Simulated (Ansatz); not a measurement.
**Ti(0001) with 2 thermally displaced layers, 2x2: scattering by thermal displacements**

Wanted: the phonon-limited resistivity of Ti at 273 K by the Landauer route.

Program: Ansatz 0.2.0. Level of theory: Ansatz plane-wave DFT, PBE, PAW files; ballistic transport by layer matching (Landauer), zero bias; PAW set soft_1. Results are calculated unless marked as measured.

## Step 1: Starting point

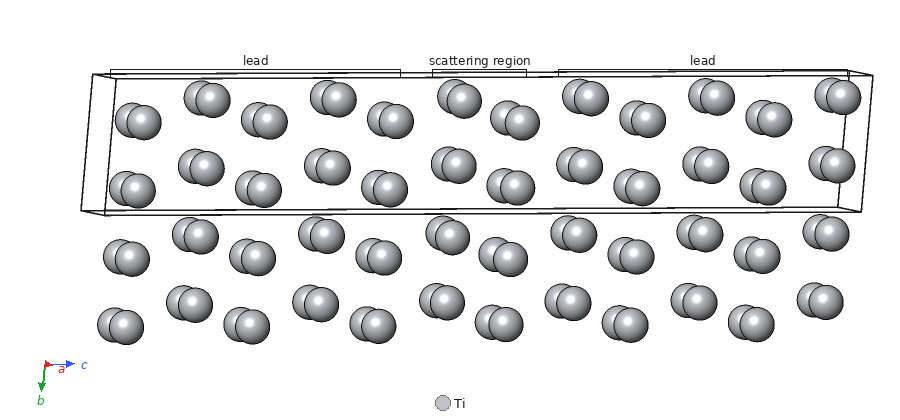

The starting structure, seen from the side, with the c axis across the page (titanium light grey). 1×2×1 cells are drawn.

The cell holds 48 atoms: 48 Ti. Cell: a = 5.900 Å, b = 5.900 Å, c = 28.116 Å, α = 90.0°, β = 90.0°, γ = 120.0°. It derives from Ti. Regions: lead, 40 atoms (40 Ti); scattering region, 8 atoms (8 Ti). The structure is stacked along c, and the current runs across the ab planes.

## Step 2: With 2 displaced layers

Each atom of 2 layers is moved at random, by amounts drawn from a normal law 0.0708 Å wide in each direction from the Debye model (420 K) at 273 K. The layers about the cell's end stay perfect and serve as the lead. Disorder leaves little or no symmetry, which makes such runs dear. Energies from -0.05 to 0.05 eV in steps of 0.05 eV are too few for the program's thermal sum, so it prints no conductance; for a metal the transmission near the Fermi level serves, at a fraction of the cost.

Contents of input.yaml:

```yaml
crystal:
  lattice:
    - [5.9, 0.0, 0.0]
    - [-2.95, 5.1095498823, 0.0]
    - [0.0, 0.0, 28.116]
  atoms:
    - { symbol: Ti, position: [0.1666666667, 0.3333333333, 0.0416666667] }
    - { symbol: Ti, position: [0.1666666667, 0.8333333333, 0.0416666667] }
    - { symbol: Ti, position: [0.6666666667, 0.3333333333, 0.0416666667] }
    - { symbol: Ti, position: [0.6666666667, 0.8333333333, 0.0416666667] }
    - { symbol: Ti, position: [0.3333333333, 0.1666666667, 0.125] }
    - { symbol: Ti, position: [0.3333333333, 0.6666666667, 0.125] }
    - { symbol: Ti, position: [0.8333333333, 0.1666666667, 0.125] }
    - { symbol: Ti, position: [0.8333333333, 0.6666666667, 0.125] }
    - { symbol: Ti, position: [0.1666666667, 0.3333333333, 0.2083333333] }
    - { symbol: Ti, position: [0.1666666667, 0.8333333333, 0.2083333333] }
    - { symbol: Ti, position: [0.6666666667, 0.3333333333, 0.2083333333] }
    - { symbol: Ti, position: [0.6666666667, 0.8333333333, 0.2083333333] }
    - { symbol: Ti, position: [0.3333333333, 0.1666666667, 0.2916666667] }
    - { symbol: Ti, position: [0.3333333333, 0.6666666667, 0.2916666667] }
    - { symbol: Ti, position: [0.8333333333, 0.1666666667, 0.2916666667] }
    - { symbol: Ti, position: [0.8333333333, 0.6666666667, 0.2916666667] }
    - { symbol: Ti, position: [0.1666666667, 0.3333333333, 0.375] }
    - { symbol: Ti, position: [0.1666666667, 0.8333333333, 0.375] }
    - { symbol: Ti, position: [0.6666666667, 0.3333333333, 0.375] }
    - { symbol: Ti, position: [0.6666666667, 0.8333333333, 0.375] }
    - { symbol: Ti, position: [0.3339265363, 0.1648371251, 0.4599451634] }
    - { symbol: Ti, position: [0.3308821908, 0.6592480953, 0.4592434039] }
    - { symbol: Ti, position: [0.8555312899, 0.1797829434, 0.4565621567] }
    - { symbol: Ti, position: [0.8138403017, 0.6580348383, 0.4584373435] }
    - { symbol: Ti, position: [0.1372658459, 0.3303032524, 0.5385309301] }
    - { symbol: Ti, position: [0.1541152881, 0.8257958031, 0.5408705953] }
    - { symbol: Ti, position: [0.678822618, 0.3477712688, 0.5413431677] }
    - { symbol: Ti, position: [0.67844946, 0.8241209452, 0.5425513551] }
    - { symbol: Ti, position: [0.3333333333, 0.1666666667, 0.625] }
    - { symbol: Ti, position: [0.3333333333, 0.6666666667, 0.625] }
    - { symbol: Ti, position: [0.8333333333, 0.1666666667, 0.625] }
    - { symbol: Ti, position: [0.8333333333, 0.6666666667, 0.625] }
    - { symbol: Ti, position: [0.1666666667, 0.3333333333, 0.7083333333] }
    - { symbol: Ti, position: [0.1666666667, 0.8333333333, 0.7083333333] }
    - { symbol: Ti, position: [0.6666666667, 0.3333333333, 0.7083333333] }
    - { symbol: Ti, position: [0.6666666667, 0.8333333333, 0.7083333333] }
    - { symbol: Ti, position: [0.3333333333, 0.1666666667, 0.7916666667] }
    - { symbol: Ti, position: [0.3333333333, 0.6666666667, 0.7916666667] }
    - { symbol: Ti, position: [0.8333333333, 0.1666666667, 0.7916666667] }
    - { symbol: Ti, position: [0.8333333333, 0.6666666667, 0.7916666667] }
    - { symbol: Ti, position: [0.1666666667, 0.3333333333, 0.875] }
    - { symbol: Ti, position: [0.1666666667, 0.8333333333, 0.875] }
    - { symbol: Ti, position: [0.6666666667, 0.3333333333, 0.875] }
    - { symbol: Ti, position: [0.6666666667, 0.8333333333, 0.875] }
    - { symbol: Ti, position: [0.3333333333, 0.1666666667, 0.9583333333] }
    - { symbol: Ti, position: [0.3333333333, 0.6666666667, 0.9583333333] }
    - { symbol: Ti, position: [0.8333333333, 0.1666666667, 0.9583333333] }
    - { symbol: Ti, position: [0.8333333333, 0.6666666667, 0.9583333333] }
kpoints:
  mp_grid: { grid: [4, 4, 1] }
hamiltonian:
  xc: pbe
  pseudopotentials: { kind: paw, azcp: { folder: soft_1 } }
scf:
  occupations: { method: fermi_dirac, width: 0.1 }
output:
  transmission: { leads: [[0, 8]], kmesh: [8, 8], e_range: [-0.05, 0.05], de: 0.05 }
  write_potential: true
  write_density: true
  volumetric_format: npy
  elf: true
```

Started as:

```sh
$ ansatz run input.yaml --threads 4 --pin off --max-ram 15360MiB --backend cpu --events-out ev --progress --plain --runs-dir out
```

Numbers of over 12 decimals in the logs are rounded to 6 here.

The program printed:

```text
Engine: ansatz 0.2.0, aarch64-unknown-linux-gnu
Pseudopotentials: kind: paw
Pseudopotential: Ti, paw, valence charge 12, recommended cutoff 420 eV (normal), soft_1/Ti.paw.azcp
Functional definition: PBE
  parameter kappa = 0.804
  parameter beta = 0.066725
  exchange = pbe_x(kappa = kappa, mu = beta*pi^2/3)
  correlation = pbe_c(beta = beta)
Crystal: 48 atoms, lattice volume = 847.595 Å³
Basis set: ecut = 420 eV, 16425 PW (Γ)
Bands: 346, of which v1, the nominal top of the filled ones, is band 288 counted from 1 (287 counted from 0)
Symmetry: 1 space group operations
Space group: P1 (ITA 1), of the structure as read, at distance tolerance 9.5e-5 Å
k-points: 10 of 16 (time reversal used)
Non-local potential: Ti, projectors of the file, l = 0: 3, l = 1: 2, l = 2: 3, l = 3: 1
PAW form: soft (Blöchl's): semilocal exchange-correlation on the pseudo side does not see the compensation charge
PAW one-centre angular grid: Ti, 590 points (default); XC on 64 Gauss nodes
Initial density: superposition of atomic densities (chi_scale 0.1, normalization cell)
Initial wavefunctions: pseudopotential atomic-orbital guess
Functional: x = pbe(κ = 0.804, μ = 0.219515), c = pbe(β = 0.066725)
SCF iter   1: F=—  HF=-119994.204559 eV  |F-HF|=—  |Δ(HF+E_count)|=         —  Δρ=5.84e-2  dr2=3.30e1  ethr=3.10e-3  ⟨swp⟩=7.3  Hψ=12652  notcnv=0
preconditioner: auto → Kerker (q_TF=auto, 2.558 Å⁻¹)  [metal: Δε(μ)=0.051 eV  Ē_g=2.561 eV  σ=0.100 eV  W_gap=0.13  n_scr=268 (ndim 8)  ℏωp=17.7 eV  f_vac=0.000  D(μ)=43.20/eV (n_scr^D=380)]
SCF iter   2: F=—  HF=-119986.435556 eV  |F-HF|=—  |Δ(HF+E_count)|=    7.77e0  Δρ=2.61e-2  dr2=7.09e0  ethr=3.10e-3  ⟨swp⟩=2.1  Hψ=5397  notcnv=0
SCF iter   3: F=—  HF=-119984.613447 eV  |F-HF|=—  |Δ(HF+E_count)|=    1.82e0  Δρ=5.71e-3  dr2=2.36e-1  ethr=1.23e-3  ⟨swp⟩=3.2  Hψ=5706  notcnv=0
SCF iter   4: F=—  HF=-119984.610657 eV  |F-HF|=—  |Δ(HF+E_count)|=   2.79e-3  Δρ=1.06e-3  dr2=9.89e-3  ethr=4.09e-5  ⟨swp⟩=4.1  Hψ=5009  notcnv=0  defer=1
SCF iter   5: F=—  HF=-119984.610566 eV  |F-HF|=—  |Δ(HF+E_count)|=   9.16e-5  Δρ=2.71e-4  dr2=8.82e-4  ethr=1.72e-6  ⟨swp⟩=2.0  Hψ=4560  notcnv=0
SCF iter   6: F=—  HF=-119984.610550 eV  |F-HF|=—  |Δ(HF+E_count)|=   1.61e-5  Δρ=6.31e-5  dr2=3.85e-5  ethr=1.53e-7  ⟨swp⟩=2.0  Hψ=4163  notcnv=0
SCF iter   7: F=—  HF=-119984.611829 eV  |F-HF|=—  |Δ(HF+E_count)|=   1.28e-3  Δρ=1.88e-5  dr2=4.27e-6  ethr=6.68e-9  ⟨swp⟩=2.0  Hψ=4737  notcnv=0
SCF iter   8: F=—  HF=-119984.611828 eV  |F-HF|=—  |Δ(HF+E_count)|=   3.63e-7  Δρ=5.74e-6  dr2=4.10e-7  ethr=7.41e-10  ⟨swp⟩=2.0  Hψ=4407  notcnv=0
SCF iter   9: F=-119984.611828 eV  HF=-119984.611828 eV  |F-HF|=1.73e-8  |Δ(HF+E_count)|=   2.04e-8  Δρ=1.40e-6  dr2=2.37e-8  ethr=1.74e-11  ⟨swp⟩=7.6  Hψ=7977  notcnv=0
SCF 1 converged in 9 iterations: F = -119984.611828 eV  dr2 = 2.37e-8
  greatest PAW one-centre occupation: 0.999 electrons in one spin orbital (limit 2), on the Ti atom at site 29 (counted from 0), in its partial waves of l = 0
transmission: 123 of 1190 steps passed
transmission: 246 of 1190 steps passed
[...]
transmission: 1190 of 1190 steps passed
SCF converged after 9 iterations
Free energy (F): -119984.611828 eV
Harris-Foulkes:  -119984.611828 eV  (|F-HF|=1.73e-8)
Internal energy: -119982.755845 eV  (E = F + TS)
E sigma→0 (E₀):  -119983.683837 eV
Entropy (-TS):   -1.855983 eV (-38.666 meV/atom)
Fermi energy:    13.007632 eV
--- Per-component energies (eV) ---
  E_band       = -7763.073520
  E_kinetic    = 13473.195145
  E_local      = -42385.827652  (includes V_loc(G=0)·N_el)
  E_nonlocal   = 2898.533251
  E_hartree    = 16780.896543
  E_xc         = -5568.664970
  E_vxc        = -6972.255371  (∫ρ·V_xc dr)
  E_paw        = -50019.110530  (= ΣΔE_a)
  E_vpaw       = -8338.491361  (= ΣTr[D̂ρ^β])
  E_aug_tail   = -0.003888  (compensation charges beyond the density's cutoff)
  E_ewald      = -55161.773744
  E_smearing   = -1.855983  (= −TS)
  E_closure    = 0.000000  (closes the sum)
  Σ components = -119984.611828   (vs F -119984.611828, Δ=0.00e0)
--- Band table (eV; the first three rows and the last of 10) ---
  k-point 0: bands = [... 284 lower, 13.5280, 13.5293, 13.5395, 13.5969, 13.6166, 13.6278, 13.6331, 13.6449, ... 54 higher]
  k-point 1: bands = [... 284 lower, 13.2522, 13.2591, 13.2733, 13.2761, 13.2866, 13.2877, 13.3109, 13.3272, ... 54 higher]
  k-point 2: bands = [... 284 lower, 12.7812, 12.7870, 12.8303, 12.8483, 12.8842, 12.9071, 12.9248, 12.9298, ... 54 higher]
  k-point 9: bands = [... 284 lower, 12.7772, 12.7948, 12.8206, 12.8414, 12.9004, 12.9105, 12.9271, 12.9315, ... 54 higher]
--- Transmission ---
  basis      : 253 plane waves across, 35 finite elements along
  points     : 34, standing for a mesh of 8 x 8
  energies   : 3 from -0.050000 to 0.050000 eV about the Fermi level, 0.050000 eV apart; the leads are filled to 0.000000 eV, and channels, transmission and decay are at 0.000000 eV
  crystal 0  : Ti8, at the sites [0, 8], period 4.6860 Å, over 23.43 Å; its Hamiltonian steps by up to 4.3 meV
    offset         : up to 0.0000 Å between an atom of the period and one for which it stands
    channels       : 2.656250e0 a spin
    conductance    : none, the energies end too early or step too widely for 300 K: set another output.transmission.e_range or a lower de, or, where they end at an eighth of basis.ecutwfc, a higher one
  junction   : crystal 0 to crystal 0, 0.70 to 24.13 Å
    transmission   : 2.379745e0 a spin
    conductance    : none, the energies end too early or step too widely for 300 K: set another output.transmission.e_range or a lower de, or, where they end at an eighth of basis.ecutwfc, a higher one
```

It took 11 min on 4 threads of Arm Neoverse V1, shared host; peak memory 5.8 GiB.

This step gave:

```
free energy                                    : -119984.6118 eV
energy at zero smearing                        : -119983.6838 eV
Fermi energy                                   : 13.01 eV
cell area                                      : 30.15 Å²
transmission per spin nearest the Fermi level  : 2.380
open channels per spin nearest the Fermi level : 2.656
step of the lead's potential                   : 4.3 meV
```

Per spin. The transmission, zone mean by energy, zero at the Fermi level:

```csv
energy (eV),"transmission, zone mean"
-0.0500,2.05
0.0000,2.38
0.0500,2.57
```

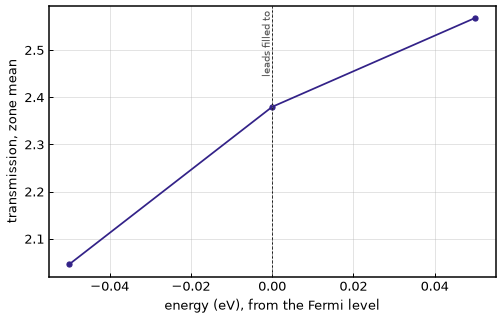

Transmission, zone mean against energy.

Per spin. Table of open channels, zone mean, lead by energy, zero at the Fermi level:

```csv
energy (eV),"open channels, zone mean, lead"
-0.0500,2.25
0.0000,2.66
0.0500,3.22
```

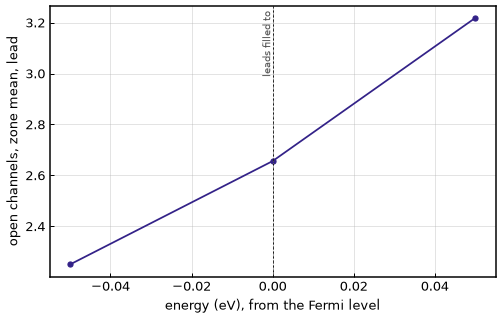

Open channels, zone mean, lead, plotted against energy.

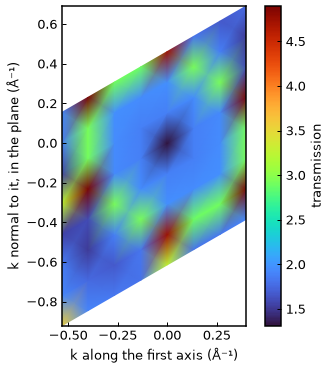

Transmission over k1 and k2. At 0.0000 eV from the Fermi level.

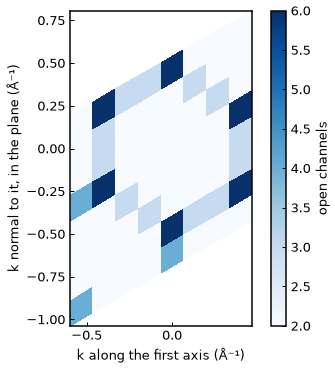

Open channels over k1 and k2. At 0.0000 eV from the Fermi level.

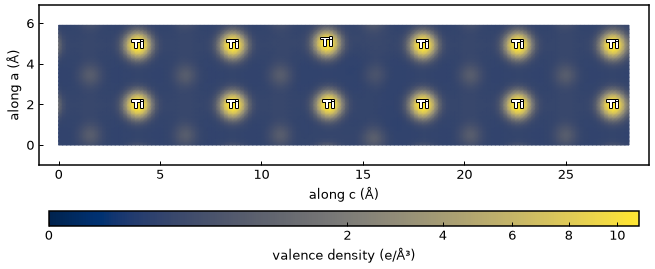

Valence density in the ca plane at fractional y = 0.165, with atoms of Ti within 0.2 Å of it. It is the smooth field of the valence electrons, not physical close to the nuclei. The colour scale is stretched toward low values.

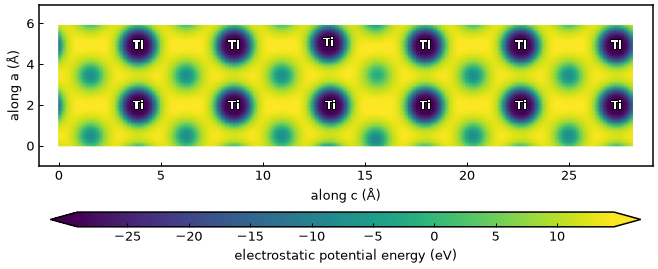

Electrostatic potential energy in the ca plane at fractional y = 0.165, with atoms of Ti within 0.2 Å of it. With pseudopotentials it is smooth inside the atoms' cores, unlike the true potential.

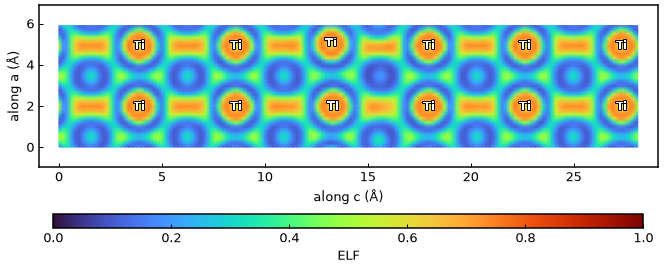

ELF in the ca plane at fractional y = 0.165, with atoms of Ti within 0.2 Å of it. It is the smooth field of the valence electrons, not physical close to the nuclei.

Over the solved energies the transmission per spin lies between 2.05 and 2.57, out of 2.71 channels of the lead on average (up to 3.22).

(Continued in part 2 of 2.)

[Logs are printed without paths, hosts, clocks, repeated set-up lines and the standing remarks that a program may print on its own settings, such as how far it seeks lower states.]

[Hosts, paths, dates, database ids (printed as entryN), source tags and the programs' standing remarks are cut or masked in the printed files.]
